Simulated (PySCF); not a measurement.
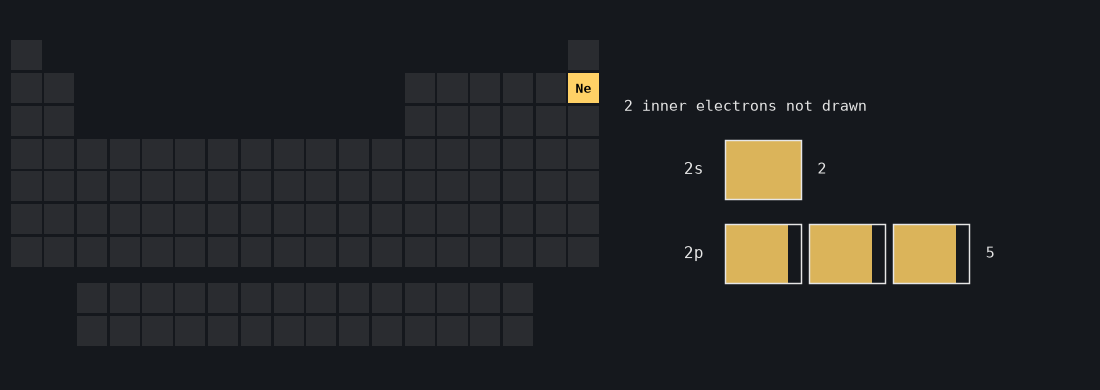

*Left, the place of neon in the periodic table; right, the outer shells of the nominal configuration: a box for each of the 2l + 1 orbitals, shaded by the share of the shell that is filled, with the electron count at the right.*

Atomic calculation for Ne⁺

Ne⁺, configuration 1s2 2s2 2p5, multiplicity 2. Level asked for: unrestricted HF, x2c-SVPall, spin-free X2C-1e, Gaussian nucleus (PySCF).

### Input file
```python
from pyscf import gto, scf, dft, mp, cc
import basis_set_exchange as bse
mol = gto.M(atom="Ne 0 0 0", charge=1, spin=1, symmetry="D2h",
            basis=gto.basis.parse(bse.get_basis("x2c-SVPall", elements=["Ne"], fmt="nwchem", header=False)),
            nucmod="G")
mf = scf.UHF(mol).sfx2c1e()
mf.irrep_nelec = {'Ag': (2, 2), 'B1u': (1, 1), 'B2u': (1, 1), 'B3u': (1, 0)}
mf.kernel()
```

The script is an equivalent of what the driver set up; the driver computed the properties (radii, ⟨L²⟩, response) afterwards. It also set what the script leaves out: max_cycle = 5, guess = 1e. It held the occupations shell by shell, which the script's counts by irreducible representation don't always enforce.

The run was one of a batch that the task file lists, launched with:
```bash
OMP_NUM_THREADS=1 python <driver script> TASK.json OUT
```

### The program's output (extracts)
```
damping factor = 0
level_shift factor = 0
DIIS = <class 'pyscf.scf.diis.CDIIS'>
diis_start_cycle = 1
diis_space = 10
diis_damp = 0
SCF conv_tol = 1e-09
SCF conv_tol_grad = None
number electrons alpha = 5  beta = 4
irrep_nelec {'Ag': (2, 2), 'B1g': (0, 0), 'B2g': (0, 0), 'B3g': (0, 0), 'B1u': (1, 1), 'B2u': (1, 1), 'B3u': (1, 0)}
alpha HOMO (B2u) = -0.691409973172888  LUMO (Ag) = 1.30896308991474
  HOMO = -0.635524440313  LUMO = 0.00783568969454  gap/eV = 17.50672
cycle= 1 E= -127.607625513445  delta_E= -3.35  |g|= 0.841  |ddm|= 2.94
alpha HOMO (B2u) = -1.85456089167188  LUMO (Ag) = 0.861971434403229
  HOMO = -1.78494580294  LUMO = -0.888649312374  gap/eV = 24.38947
cycle= 2 E= -127.771329107513  delta_E= -0.164  |g|= 0.225  |ddm|= 0.513
alpha HOMO (B2u) = -1.61405967379153  LUMO (B3u) = 0.995551912770053
  HOMO = -1.55089285719  LUMO = -0.630627832161  gap/eV = 25.04169
cycle= 3 E= -127.784734524092  delta_E= -0.0134  |g|= 0.00695  |ddm|= 0.122
alpha HOMO (B2u) = -1.61670561005217  LUMO (B3u) = 0.996736282986461
  HOMO = -1.5549396827  LUMO = -0.630578331741  gap/eV = 25.15315
cycle= 4 E= -127.784750939483  delta_E= -1.64e-05  |g|= 0.000659  |ddm|= 0.00617
alpha HOMO (B2u) = -1.61609646677118  LUMO (B3u) = 0.996549153839122
  HOMO = -1.55465903667  LUMO = -0.630483913017  gap/eV = 25.14809
cycle= 5 E= -127.784751156611  delta_E= -2.17e-07  |g|= 0.000187  |ddm|= 0.00052
SCF not converged.
SCF energy = -127.784751156611 after 5 cycles  <S^2> = 0.75190309  2S+1 = 2.0019022
```

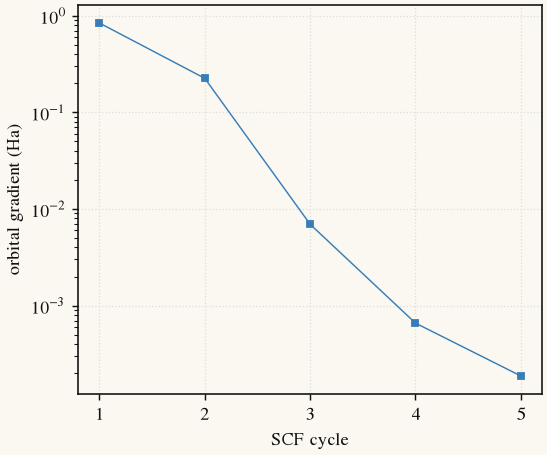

*Convergence: orbital gradient against the SCF cycle.*

The residual is still falling at the last step (down to 1.9 × 10⁻⁴), so the run was stopped before it reached the threshold. It goes from 0.84 to 0.00019 in 5 steps.

### Outcome

- outcome: not converged
- total energy: −127.784751 hartree
- ⟨S²⟩: 0.752
- ⟨L²⟩: 2.00
- SCF iterations: 5
- hardware: 1 thread of Arm Neoverse N1, 40 GiB of memory available, shared host

### Diagnosis

This input holds a deliberate fault: too few SCF iterations. The run did not meet its convergence test in 5 iterations, so its last values are not results.
